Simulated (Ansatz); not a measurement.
**BFH6Si2 (SMILES B[SiH2][SiH2]F): density, localisation and related maps**

```xyz
10

B    -1.5688   -0.6283   -1.4661
F    -0.4729    1.4658   -4.6757
Si    0.0155    0.6058   -1.5121
Si   -0.2831    2.1924   -3.2356
H    -2.5683   -0.3188   -0.8886
H    -1.5690   -1.6621   -2.0645
H     0.1436    1.4405   -0.2789
H     1.3191   -0.0819   -1.7394
H     0.9055    3.0862   -3.3199
H    -1.4909    3.0243   -2.9758
```

Geometry: B3LYP/6-31G*.

Computed with isolated molecule in a Gaussian basis; Kohn-Sham density functional theory, functional PBE0 in Ansatz 0.2.0.

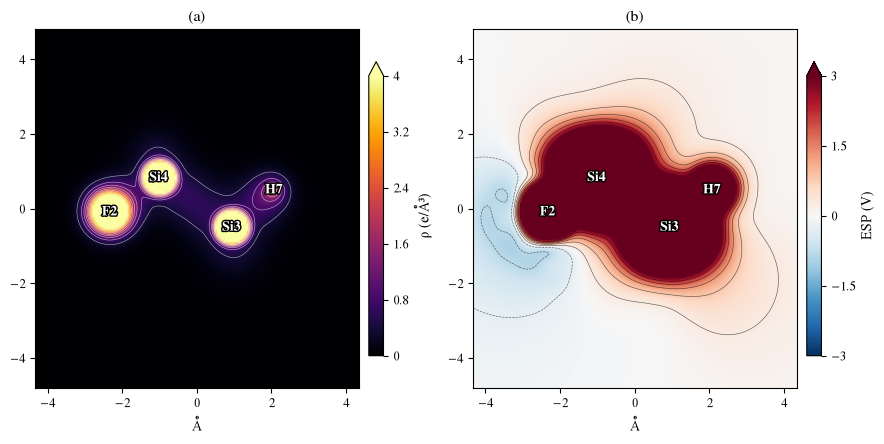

Figure 1. (a) electron density; (b) molecular electrostatic potential on the plane of atoms F2, Si4 and Si3.

> What does the map show?

The section cuts through F, Si and H sites.
Si–F (1.62 Å): ρ at the midpoint is about 1.1 e/Å³.
Si–Si (2.36 Å): ρ is about 0.61 e/Å³ halfway.
Si–H (1.49 Å): ρ at the midpoint is about 0.77 e/Å³.
Outside the dense part of the molecule the potential is most negative (−0.9 V) near F2.

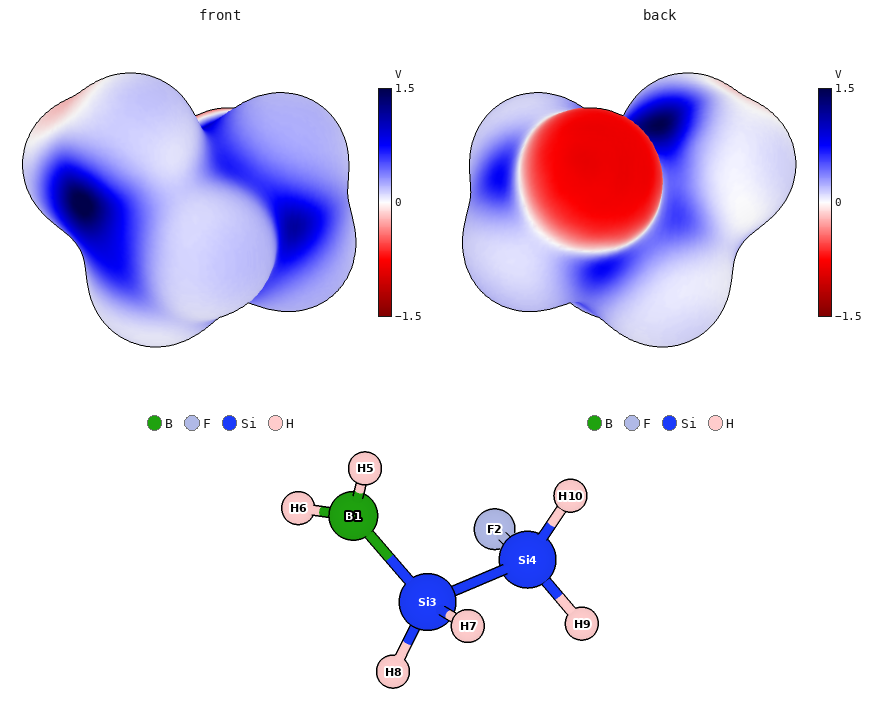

Figure 2. The molecular electrostatic potential painted on the density surface at 0.001 e/bohr³, seen from the front and from behind; red is negative and blue positive. The bare structure is drawn below in the same view.

> Which sites attract a positive test charge, and which a negative one?

A positive charge is drawn to the negative regions and a negative charge to the positive ones. The most negative region (about −0.9 V) lies over F2, the most positive (about +1.5 V) over B1.

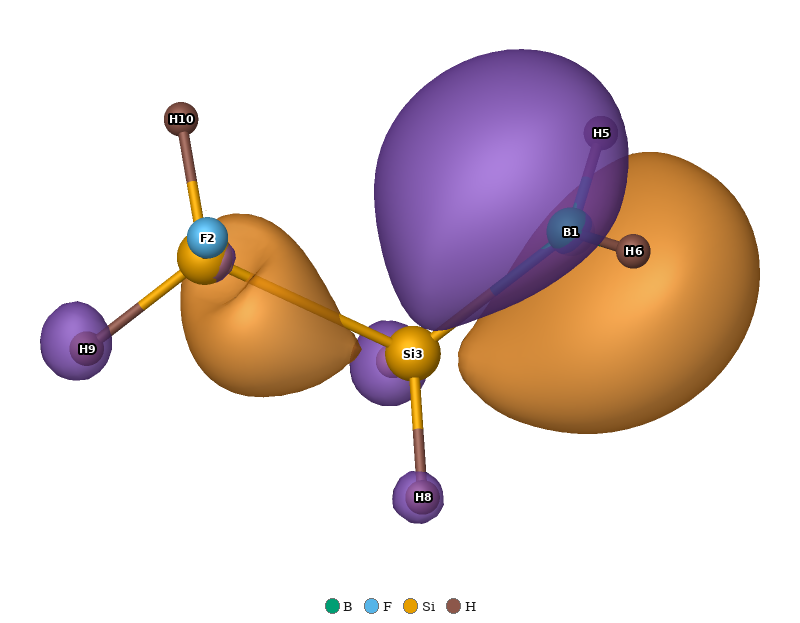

Figure 3. The LUMO at ±0.1 Å⁻³ᐟ² (orange and purple are the two phases), seen at an oblique angle.

> What is the character of this orbital?

It lies mainly on B1 (about 60 %), Si3 (about 15 %), Si4 (about 10 %), H6 (about 5 %) and H5 (about 5 %). Its energy is −2.66 eV.

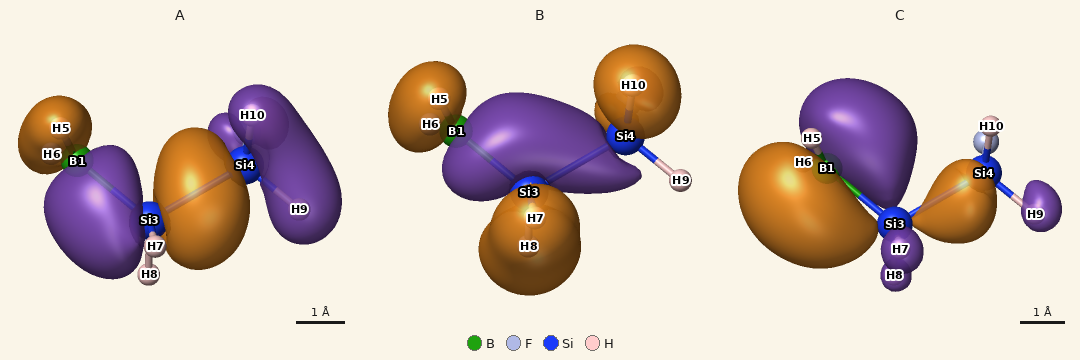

Figure 4. Three frontier orbitals at ±0.08 Å⁻³ᐟ² (orange and purple are the two phases), in no order.

> Order the three orbitals by energy and name them.

B is the HOMO−1 (−8.95 eV). Its weight (Hirshfeld) is mainly on Si3 (about 35 %), B1 (about 20 %), H8 (about 10 %), Si4 (about 10 %), H7 (about 5 %) and H10 (about 5 %). A is the HOMO (−8.12 eV). By Hirshfeld shares it lies mainly on Si3 (about 35 %), Si4 (about 25 %), B1 (about 20 %) and H9 (about 5 %). C is the LUMO (−2.66 eV). Its weight (Hirshfeld) is mainly on B1 (about 60 %), Si3 (about 15 %), Si4 (about 10 %), H6 (about 5 %) and H5 (about 5 %).

> What is the HOMO–LUMO gap?

5.46 eV between the orbital energies.
